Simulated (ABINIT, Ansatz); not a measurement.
# CrF6 (R-3): G0W0 with ABINIT, start to end, part 3 of 3

How does a plane-wave GW calculation on CrF6 (R-3) run from the first input to the gap?

ABINIT 10.8.3; PBEsol and many-body steps on it, plane waves. Known limits of the many-body steps: not at the basis limit; no spin polarisation; d states lean on the start; coarse k mesh.

So far. Step 4 (Empty states on the mesh, 2×2×2 mesh, 76 bands): On this mesh the gap is 1.937 eV. Step 5 (Screening, 2×2×2 mesh, 70 bands, screening to 98 eV): Local fields lower ε∞ by 46 %. On a Γ-centred mesh this coarse the value itself is usually too large, while a short band sum pulls it down.

## (6) Self-energy, 2×2×2 mesh, 70 bands, screening to 98 eV

The self-energy is evaluated for the states that the input lists, and the levels follow from it, in one-shot runs by the linearised quasiparticle equation.

This step: G0W0 on PBEsol, plane waves, norm-conserving pseudopotentials.

run.abi

```
acell 3*1.0 Angstrom
rprim 
  2.402403871812 1.387028522093 4.369215055800
  -2.402403871812 1.387028522093 4.369215055800
  0.000000000000 -2.774057044186 4.369215055800
ntypat 2
znucl 24 9
natom 7
typat 1 2 2 2 2 2 2
xred 
  0.000000000000 0.000000000000 0.000000000000
  0.368598720000 0.081843300000 0.779004130000
  0.081843300000 0.779004130000 0.368598720000
  0.220995870000 0.631401280000 0.918156700000
  0.918156700000 0.220995870000 0.631401280000
  0.631401280000 0.918156700000 0.220995870000
  0.779004130000 0.368598720000 0.081843300000
pp_dirpath "pseudos"
pseudos "Cr.upf, F.upf"
ecut 43
ngkpt 2 2 2
nshiftk 1
shiftk 0 0 0
kptopt 1
chksymbreak 0
istwfk *1
occopt 1
irdwfk 1
optdriver 4
nband 70
gwcalctyp 0
ecutsigx 43
symsigma 1
nkptgw 2
kptgw 
  0.5000000000 0.5000000000 0.0000000000
  0.0000000000 0.0000000000 0.0000000000
bdgw 
  27 30
  27 31
ecuteps 3.6
irdscr 1
ppmodel 1
indata_prefix "in"
outdata_prefix "out"
tmpdata_prefix "tmp"
```

Launch:

```
OMP_NUM_THREADS=1 mpirun -n 4 abinit run.abi > log
```

Numbers of over 12 decimals in the logs are rounded to 6 here.

The program printed:

```text
.Version 10.8.3 of ABINIT. v10.8.2 released Aug 2026.

 Symmetries : space group R-3 (#148); Bravais hR (rhombohedral)
[... echo of the input left out ...]
== DATASET  1 ==================================================================
-   mpi_nproc: 4, omp_nthreads: 1 (-1 if OMP is not activated)

--- !DatasetInfo
iteration_state: {dtset: 1, }
dimensions: {natom: 7, nkpt: 4, mband: 70, nsppol: 1, nspinor: 1, nspden: 1, mpw: 7993, }
cutoff_energies: {ecut:  43.0, pawecutdg:  -1.0, }
electrons: {nelect:   5.60000000E+01, charge:   0.00000000E+00, occopt:   1.00000000E+00, tsmear:   1.00000000E-02, }

 SIGMA: Calculation of the GW corrections

 Based on a program developped by R.W. Godby, V. Olevano, G. Onida, and L. Reining.
 Incorporated in ABINIT by V. Olevano, G.-M. Rignanese, and M. Torrent.
.Using double precision arithmetic ; gwpc =  8

[... cell and pseudopotentials left out ...]
--------------------------------------------------------------------------------

 ==== K-mesh for the wavefunctions ====
 Number of points in the irreducible wedge :     4
[... list of points left out ...]
 Together with  6 symmetry operations and time-reversal symmetry
 yields     8 points in the full Brillouin Zone.

 ==== Q-mesh for screening function ====
 Number of points in the irreducible wedge :     4
[... list of points left out ...]
 Together with  6 symmetry operations and time-reversal symmetry
 yields     8 points in the full Brillouin Zone.

 vcoul_init : cutoff-mode = AUXILIARY_FUNCTION
 q-points for optical limit:   1
     1)      0.000010    0.000020    0.000030
 setmesh: FFT mesh size selected  =    60x   60x   60
          total number of points  =       216000

 Number of electrons calculated from density =   56.0000; Expected =   56.0000
 average of density, n =  0.094996
 r_s =    1.3596
 omega_plasma =   29.7309 [eV]

 === KS Band Gaps ===
  >>>> For spin  1
   Minimum direct gap =   1.9917 [eV], located at k-point      :   0.5000  0.5000  0.0000
   Fundamental gap    =   1.9365 [eV], Top of valence bands at :   0.5000  0.5000  0.0000
                                       Bottom of conduction at :   0.0000  0.0000  0.0000
 SIGMA fundamental parameters:
 PLASMON POLE MODEL  1
 number of plane-waves for SigmaX                 7993
 number of plane-waves for SigmaC and W            193
 number of plane-waves for wavefunctions          7993
 number of bands                                    70
 number of independent spin polarizations            1
 number of spinorial components                      1
 number of k-points in IBZ                           4
 number of q-points in IBZ                           4
 number of symmetry operations                       6
 number of k-points in BZ                            8
 number of q-points in BZ                            8
 number of frequencies for dSigma/dE                 9
 frequency step for dSigma/dE [eV]                0.25
 number of omega for Sigma on real axis              0
 max omega for Sigma on real axis  [eV]           0.00
 zcut for avoiding poles [eV]                     0.10

 EPSILON^-1 parameters (SCR file):
 dimension of the eps^-1 matrix on file            193
 dimension of the eps^-1 matrix used               193
 number of plane-waves for wavefunctions          7993
 number of bands                                    70
 number of q-points in IBZ                           4
 number of frequencies                               2
 number of real frequencies                          1
 number of imag frequencies                          1

 matrix elements of self-energy operator (all in [eV])

 Perturbative Calculation

--- !SelfEnergy_ee
iteration_state: {dtset: 1, }
kpoint     : [   0.500,    0.500,    0.000, ]
spin       : 1
KS_gap     :    1.992
QP_gap     :    4.997
Delta_QP_KS:    3.005
data: !SigmaeeData |
     Band     E0 <VxcDFT>   SigX SigC(E0)      Z dSigC/dE  Sig(E)    E-E0       E
       27  -2.698 -22.915 -29.740   6.296   0.730  -0.370 -23.301  -0.386  -3.084
       28  -2.558 -23.160 -29.957   6.297   0.731  -0.367 -23.526  -0.366  -2.923
       29  -0.566 -24.886 -18.532  -2.815   0.746  -0.341 -22.247   2.639   2.073
       30  -0.380 -25.102 -19.085  -2.491   0.743  -0.346 -22.482   2.620   2.240

--- !SelfEnergy_ee
iteration_state: {dtset: 1, }
kpoint     : [   0.000,    0.000,    0.000, ]
spin       : 1
KS_gap     :    2.132
QP_gap     :    5.172
Delta_QP_KS:    3.040
data: !SigmaeeData |
     Band     E0 <VxcDFT>   SigX SigC(E0)      Z dSigC/dE  Sig(E)    E-E0       E
       27  -2.754 -22.932 -29.684   6.230   0.731  -0.367 -23.314  -0.382  -3.136
       28  -2.754 -22.932 -29.684   6.230   0.731  -0.367 -23.314  -0.382  -3.136
       29  -0.621 -24.868 -18.449  -2.861   0.747  -0.339 -22.210   2.658   2.036
       30  -0.418 -25.180 -19.048  -2.587   0.742  -0.347 -22.549   2.631   2.213
       31  -0.418 -25.180 -19.048  -2.587   0.742  -0.347 -22.549   2.631   2.213

== END DATASET(S) ==============================================================
================================================================================

 -outvars: echo values of variables after computation  --------
           etotal      0.0000000000E+00
            nband          70
             nkpt           4
          spgroup         148
 [... the other variables as echoed above ...]

 Calculation completed.
```

Run time: 5.8 s. Hardware: 4 MPI ranks of Arm Neoverse V1, shared host; peak memory 0.98 GiB.

Numbers from this step:

- G0W0 gap on the points computed: 4.959 eV
- starting gap on the mesh: 1.937 eV
- k of the valence top: 0.5, 0.5, 0
- k of the conduction bottom: 0, 0, 0
- Z at the valence top: 0.731
- Z at the conduction bottom: 0.747
- least direct G0W0 gap on the computed points: 4.996 eV

The gap on the mesh goes from 1.94 eV to 4.96 eV, a correction of +3.02 eV.

Limits: finite bands, cutoff and mesh; no spin polarisation; d states lean on the start; coarse k mesh. v1 is the top filled band, c1 the lowest empty one. Levels before and after the correction, in eV, zero at the valence-band top of each column:

```tsv
	conduction bottom	valence top
Kohn-Sham	1.94	0.00
G0W0	4.96	0.00
```

```tsv
	level	energy (eV)
Kohn-Sham	(0.5 0.5 0) v2	-0.140
Kohn-Sham	(0.5 0.5 0) v1	0.000
Kohn-Sham	(0.5 0.5 0) c1	1.992
Kohn-Sham	(0.5 0.5 0) c2	2.178
Kohn-Sham	Γ v2-v1	-0.196
Kohn-Sham	Γ c1	1.937
Kohn-Sham	Γ c2-c3	2.140
G0W0	(0.5 0.5 0) v2	-0.161
G0W0	(0.5 0.5 0) v1	0.000
G0W0	(0.5 0.5 0) c1	4.996
G0W0	(0.5 0.5 0) c2	5.163
G0W0	Γ v2-v1	-0.213
G0W0	Γ c1	4.959
G0W0	Γ c2-c3	5.136
```

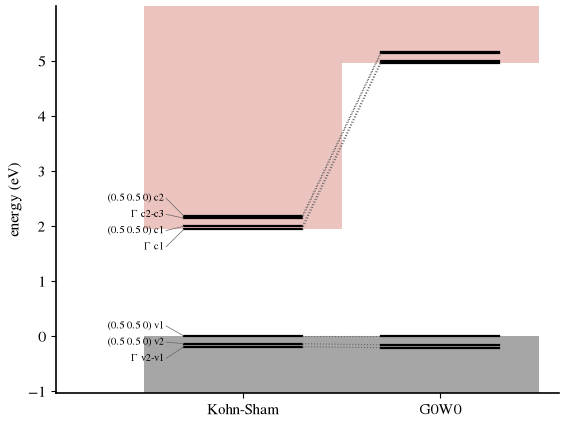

Levels before and after the correction. Shaded: valence and conduction bands.

## (7) Where the time went

Times are wall times on 4 MPI ranks of Arm Neoverse V1, shared host, good to a factor of about two.

```tsv
step	time	share	memory (GiB)
ground state	2.9 min	67 %	0.73
bands along the symmetry lines	49 s	19 %	0.51
empty states on the mesh	17 s	6 %	0.43
screening	16 s	6 %	1.2
self-energy	5.8 s	2 %	0.98
```

## (8) What came out

| Property | Result |
| --- | --- |
| PBEsol gap | 1.94 eV, indirect |
| G0W0 gap on the mesh | 4.96 eV |
| GW settings | 2×2×2 mesh, 70 bands, screening to 98 eV, Godby-Needs plasmon pole |
| known limits | not at the basis limit; no spin polarisation; d states lean on the start; coarse k mesh |

What this shows: G0W0 moves the gap on the mesh from 1.94 eV to 4.96 eV (+3.02 eV), with Z of 0.73 and 0.75 at the edges. Local fields lower the RPA ε∞ on this mesh from 6.23 to 3.38; a Γ-centred mesh this coarse tends to raise both, most where the direct gap is narrow, while a short band sum lowers them. Only 2 of the mesh's irreducible points were corrected, so a valley elsewhere could overtake. The dearest step here is «ground state». Bands and cutoff are finite, so the gap is not at the basis limit. The miss can reach some tenths of an eV and take either sign; the mesh is an error of its own. In the G0W0 run levels were corrected at 2 k points alone, so a gap called «on the mesh» is the least over those, and an edge elsewhere would be missed. The 2×2×2 mesh is coarse for this cell, which bears on the long-range parts of exchange and screening. The runs have no spin polarisation. For a closed low-spin shell that is the natural state; where a d or f shell is open it is a constraint, and the gap is then not the crystal's own. With d states at the gap, one-shot GW leans hard on its start.

[Paths, hosts, dates, memory and timing lines, banners, echoed tables and standing remarks are left out of the program output.]

[Logs are printed without paths, hosts, clocks, repeated set-up lines and the standing remarks that a program may print on its own settings, such as how far it seeks lower states.]

[Runs of the session that timed out or met a known fault of the program may be left out.]

[Hosts, paths, dates, database ids (printed as entryN), source tags and the programs' standing remarks are cut or masked in the printed files.]

[G0W0 gaps are taken among the corrected bands and points alone; a level outside them can change the order at an edge.]

[Where Ansatz stands beside ABINIT at settings called matched, ABINIT's density can come from a denser mesh and the files from another edition; pairs whose starting gaps differed by over 0.03 eV were left out, so agreement reads better than it is.]
